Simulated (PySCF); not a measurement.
SMILES [OH][Al]([OH])/[CH]=[CH]/[Al]([OH])[OH] (C2H6Al2O4) at its PBE0/def2-SVP optimised geometry (Å):

```
14

Al     0.5039    -2.3081     0.0000
O      2.2059    -2.3081     0.0000
O     -0.4419    -3.7224     0.0008
C     -0.3607    -0.5742     0.0000
C      0.3567     0.5747     0.0047
Al    -0.5049     2.3102     0.0061
O     -2.2070     2.3149     0.0037
O      0.4447     3.7222     0.0097
H      2.8142    -3.0459     0.0026
H     -0.1630    -4.6375     0.0006
H     -1.4582    -0.4899    -0.0028
H      1.4543     0.4913     0.0077
H     -2.8142     3.0536     0.0031
H      0.1664     4.6375     0.0103
```

Computed with PBE0/def2-TZVP (PySCF 2.14.0). Cells within 0.4 Å of a nucleus heavier than hydrogen are left out (blank, or x).

Map of the log10 of the electron density (e/bohr³), floored at −4 on the plane z = 0.0 Å:

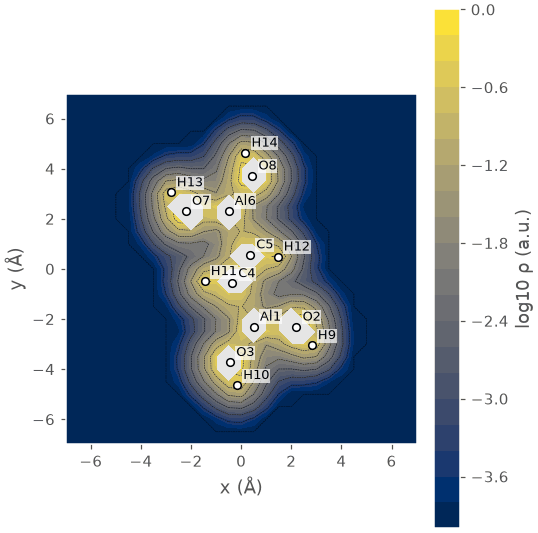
Figure. Log10 of the electron density (e/bohr³), floored at −4 on the plane z = 0.0 Å.
